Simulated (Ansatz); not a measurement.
A series of calculations on BH3O2BrF

### Relaxation

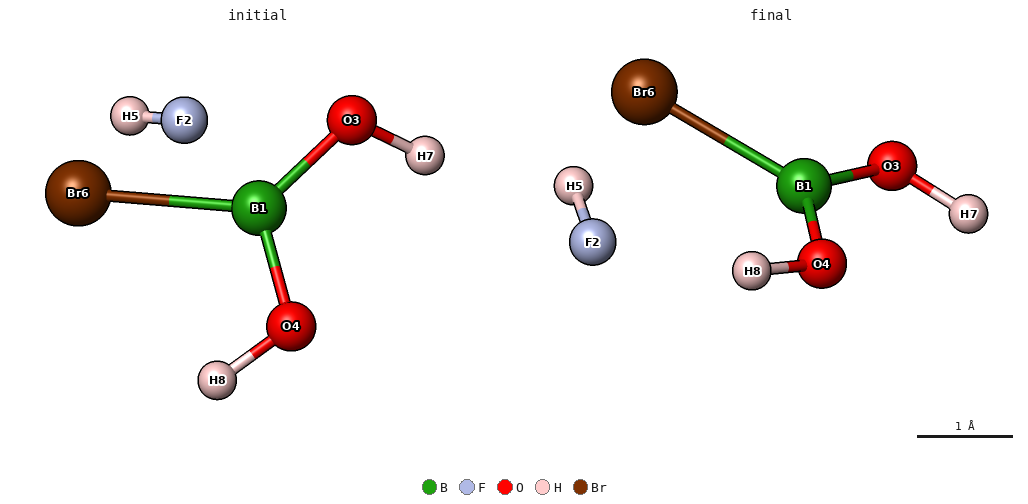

The structure of BH3O2BrF (started from a transition state, displaced along its imaginary mode) before (left) and after (right) a relaxation, at one scale.

A ball-and-stick model, seen at a tilt.

All numbers below come from RKS PBE0-D4/def2-TZVP (Ansatz).

Input
```yaml
crystal:
  periodic: [false, false, false]
  atoms:
    - {symbol: B, position_ang: [-0.233291, -0.029390, -0.201432]}
    - {symbol: F, position_ang: [1.353519, 0.667839, 0.690531]}
    - {symbol: O, position_ang: [-0.221501, 0.827979, -1.277632]}
    - {symbol: O, position_ang: [0.040296, -1.374940, -0.376096]}
    - {symbol: H, position_ang: [0.932129, 0.842184, 1.206638]}
    - {symbol: Br, position_ang: [-1.155444, 0.463429, 1.571215]}
    - {symbol: H, position_ang: [-0.626849, 0.465388, -2.061572]}
    - {symbol: H, position_ang: [-0.088860, -1.862389, 0.448247]}
basis:
  gaussian: {orbitals: def2-TZVP}
hamiltonian: {xc: pbe0, dispersion: d4}
relax: {f_tol: 0.005, max_steps: 200}
```

Launched with:
```bash
ansatz run in.yaml --threads 8 --pin off --events-out ev --progress --plain --max-ram 19148MiB
```

Q: What changed between the two?

A: Over 33 accepted moves (42 points after the start) the energy falls by 95.9 kcal/mol. Largest force component: 27 eV/Å at the start, 0.0049 eV/Å at the end. The line search rejected the trial steps at points 9, 11, 18, 24, 32, 35, 37, 40 and more of the run. The atom that moves furthest after the best rigid fit is F2 (1.78 Å). By element the largest moves are F 1.78 Å, H 1.39 Å, Br 1.21 Å, O 1.17 Å, B 0.54 Å. Near-neighbour distances that change, for instance: B1–F2 1.949 → 3.329 Å, F2–Br6 2.667 → 3.129 Å, F2–H5 0.689 → 0.938 Å, H5–Br6 2.153 → 2.307 Å. Among the angles between lasting bonds that change: O3–B1–Br6 121.9° → 115.1°, O4–B1–Br6 115.5° → 121.6°, B1–O4–H8 110.9° → 116.2°. Groups turn about B1–O3 by about 50°.

### Relaxation

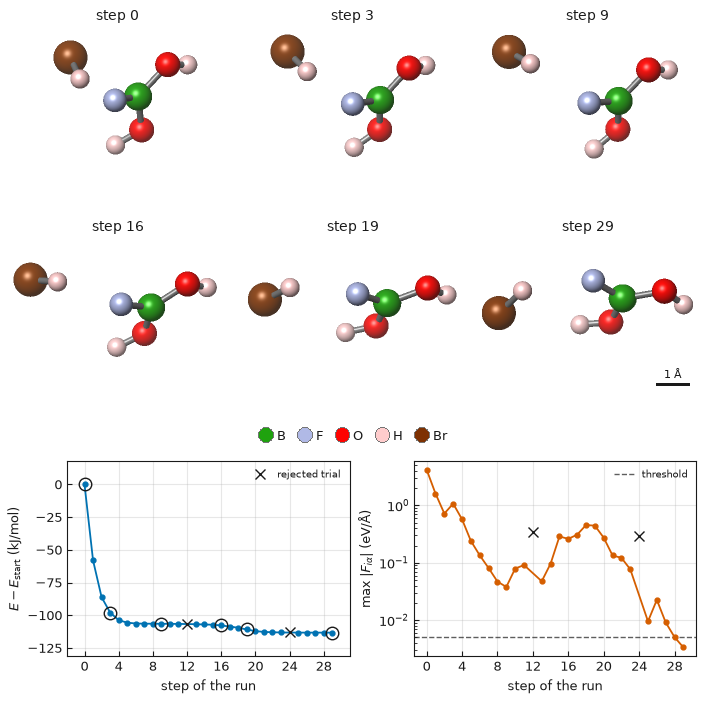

Frames of a relaxation of BH3O2BrF (started from a transition state, displaced along its imaginary mode), marked on the history of the run. The picture is a ball-and-stick view, seen at a tilt.

These are results of RKS PBE0-D4/def2-TZVP in Ansatz, not measurements. Settings: force threshold 0.005 eV/Å; at most 200 steps.

What happens along the run?

The largest move after the best rigid fit is that of the Br atom, 1.91 Å. Largest moves by element: Br 1.91 Å, H 1.26 Å, F 1.03 Å, O 0.98 Å, B 0.54 Å. Some distances before and after: B–Br 2.594 → 3.936 Å, Br–F 2.734 → 3.420 Å, Br–H 1.505 → 1.425 Å, B–F 1.278 → 1.343 Å. Groups turn about B–O by about 30°. Over 27 accepted moves (29 points after the start) the energy falls by 113.2 kJ/mol. The largest force component goes from 4.2 to 0.0034 eV/Å. The line search rejected the trial steps at points 12, 24 of the run. Cost: 54 s on 8 threads of Arm Neoverse V1, on a shared host. From step 0 to 3: the Br atom moves most (0.59 Å), energy −97.9 kJ/mol. From step 3 to 9: an H atom moves most (0.46 Å), energy −8.59 kJ/mol. From step 9 to 16: Br and H atoms move most (0.50 Å), energy −1.27 kJ/mol. From step 16 to 19: Br and H atoms move most (0.52 Å), energy −3.09 kJ/mol. From step 19 to 29: the F atom moves most (0.39 Å), energy −2.39 kJ/mol.

```csv
step,"E − E(0), kJ/mol","largest force component, eV/Å",note
0,0.00,4.2176,
1,-58.06,1.6163,
2,-86.16,0.7246,
3,-97.88,1.0762,
4,-103.71,0.5738,
5,-105.59,0.2406,
6,-106.25,0.1350,
7,-106.38,0.0810,
8,-106.42,0.0471,
9,-106.47,0.0380,
10,-106.50,0.0796,
11,-106.56,0.0915,
12,-106.45,0.3506,rejected
13,-106.78,0.0478,
14,-107.01,0.0967,
15,-107.17,0.2884,
16,-107.74,0.2622,
17,-108.55,0.3098,
18,-109.52,0.4561,
19,-110.83,0.4454,
20,-112.06,0.2741,
21,-112.67,0.1344,
22,-112.93,0.1223,
23,-113.12,0.0771,
24,-113.02,0.2888,rejected
25,-113.20,0.0096,
26,-113.21,0.0226,
27,-113.22,0.0092,
28,-113.22,0.0051,
29,-113.22,0.0034,
```

### Reaction

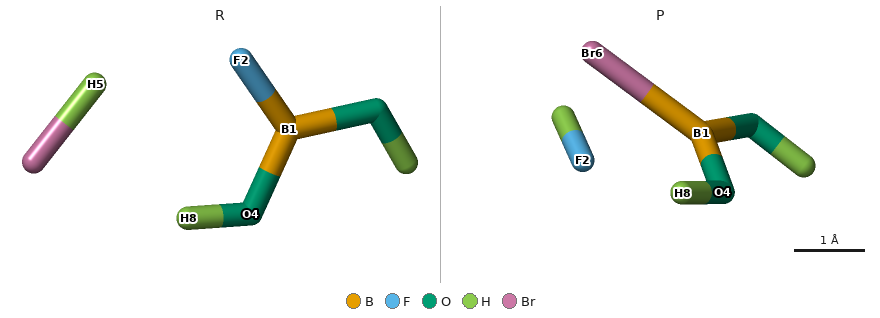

Reactant (R) and product (P) of one elementary step of BH₃O₂BrF. The picture is a stick view, seen at a tilt.

Stationary points at PBE0-D4/def2-TZVP, single-point energies with CCSD(T)/CBS, r2SCAN0-D4, RPA@PBE, CCSD(T) (def2-TZVPP where no basis is named; Ansatz 0.2.0). The energies are electronic, without zero-point or thermal terms, and both ends are the minima reached downhill from the saddle, with any fragments still in contact. CCSD(T)/CBS stands for a frozen-core estimate: MP2 correlation extrapolated from def2-TZVPP and def2-QZVPP, CCSD(T) minus MP2 from the smaller set.

### Predict the saddle point between them and the barrier.

Counted by bonded pieces, R holds BH₂O₂F + HBr and P holds BH₂BrO₂ + HF. From R over the saddle to P, bonds form: B–Br (3.94 → 2.32 → 1.96 Å), F–H (2.26 → 1.06 → 0.94 Å). Bonds break: B–F (1.34 → 1.61 → 3.33 Å), Br–H (1.43 → 1.82 → 2.31 Å). The saddle has one imaginary mode, 472i cm⁻¹. With CCSD(T)/CBS the barrier is 38.6 kcal/mol from R and 26.9 kcal/mol from P, and P lies 11.6 kcal/mol above R.

| level | barrier from R (kcal/mol) | barrier from P (kcal/mol) | P less R (kcal/mol) |
| --- | --- | --- | --- |
| CCSD(T)/CBS | 38.6 | 26.9 | 11.6 |
| r2SCAN0-D4 | 35.5 | 23.2 | 12.3 |
| RPA@PBE | 39.2 | 26.2 | 13.1 |
| CCSD(T) | 39.1 | 26.6 | 12.6 |

Against CCSD(T)/CBS, CCSD(T) comes closest on the barrier from R (+0.6 kcal/mol) and r2SCAN0-D4 misses most (−3.1 kcal/mol).

The saddle point in the same view, with dashed sticks for the bonds that form or break:

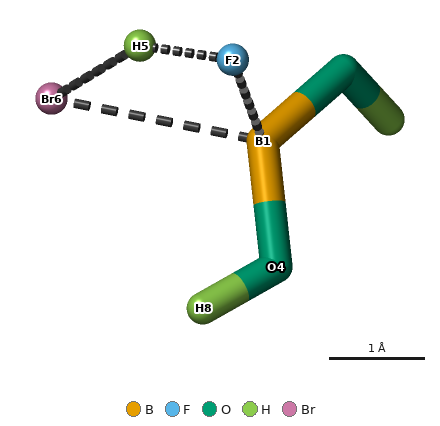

Limits of the set-up: the start holds two separate molecules, 2.3 Å apart at their closest, whose relative position is a soft coordinate.
